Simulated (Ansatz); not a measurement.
Consider H5O2Si2 (charge +1).

The calculation's input:

```
crystal:
  periodic: [false, false, false]
  atoms:
    - {symbol: O, position_ang: [-0.947102, 0.793429, 1.768648]}
    - {symbol: O, position_ang: [1.244897, 0.281328, 2.344185]}
    - {symbol: Si, position_ang: [-0.234729, -0.709912, 1.905446]}
    - {symbol: Si, position_ang: [0.297790, 1.839519, 2.145700]}
    - {symbol: H, position_ang: [0.032861, -1.413020, 0.642017]}
    - {symbol: H, position_ang: [-0.628257, -1.504559, 3.078431]}
    - {symbol: H, position_ang: [2.164192, 0.066547, 2.585452]}
    - {symbol: H, position_ang: [0.208410, 2.501040, 3.455898]}
    - {symbol: H, position_ang: [0.869512, 2.592525, 1.019496]}
basis:
  gaussian:
    orbitals: def2-TZVPD
total_charge: 1
hamiltonian:
  xc: {name: PBE0}
output: {forces: true, orbitals: {seedname: orbitals}}
```

Command:

```sh
ansatz run input.yaml --threads 1 --pin off --max-ram 2610MiB --events-out events.jsonl --progress --plain --runs-dir runs
```

Geometry: B3LYP-D3(BJ)/def2-SVP.

Level of theory: Ansatz, isolated molecule in a Gaussian basis; Kohn-Sham density functional theory, functional PBE0.

Question: What will maps of the electron density and electron localisation function show?

Answer: Si–O (1.67 Å): the density is about 1.1 e/Å³ at the midpoint; the ELF peaks at about 0.85 between the atoms, as expected for a shared but strongly polarised pair.
O–H (0.97 Å): the density is about 3.7 e/Å³ at the midpoint; the ELF climbs to about 1 towards the hydrogen, as it does in any bond to H (a covalent bond by its length).
Si–O (1.83 Å): ρ at the midpoint is about 0.75 e/Å³; the ELF peaks at about 0.85 between the atoms: a polar covalent bond.

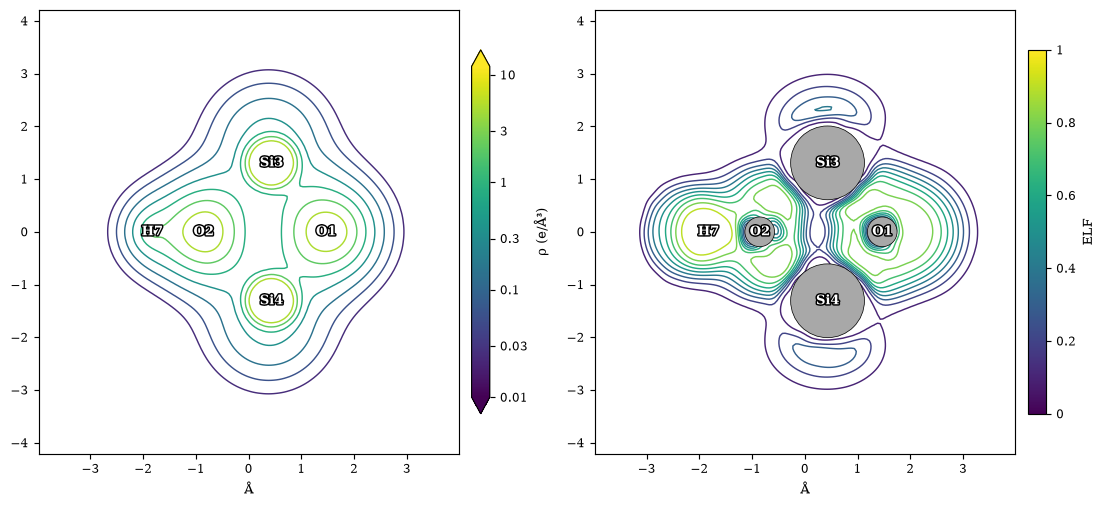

Computed electron density and electron localisation function on the plane of atoms Si3, O1 and Si4, in this order. Grey discs cover the atomic cores in the ELF map. 
